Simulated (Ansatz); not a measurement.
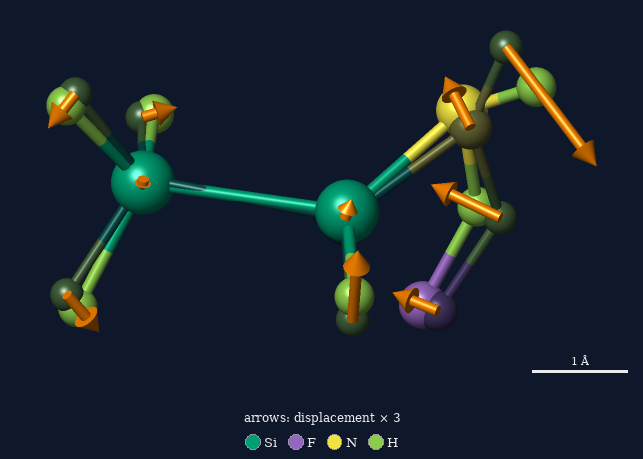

This is a constrained relaxation of Si2NH6F. The starting structure is drawn faded, the final one solid; orange arrows show the displacements, 3 times their true length. The two geometries are superimposed by the best rigid fit.

The picture is a ball-and-stick view, seen face on.

The reaction that was planned forms F2–H4 and breaks Si1–F2, N3–H4 (atoms numbered from 1 in input order).

Method: RKS PBE0-D4/def2-SVP in Ansatz. Settings: held fixed: the distance between atoms 2 (F) and 4 (H), the distance between atoms 1 (Si) and 2 (F), the distance between atoms 3 (N) and 4 (H), counting from 1; force threshold 0.08 eV/Å; at most 120 steps.

Question: What happened in the run?

Answer: The atom that moves furthest after the best rigid fit is an H atom (0.54 Å). Largest moves by element: H 0.54 Å, N 0.23 Å, F 0.19 Å, Si 0.08 Å. Near-neighbour distances that change, for instance: Si–Si 2.302 → 2.335 Å, H–Si 1.470 → 1.499 Å, H–N 1.002 → 1.016 Å, N–Si 1.659 → 1.673 Å. Among the angles between lasting bonds that change: H–N–H 140.3° → 118.0°, Si–N–H 135.2° → 123.5°, Si–N–H 84.3° → 76.9°. The optimiser took 15 steps.
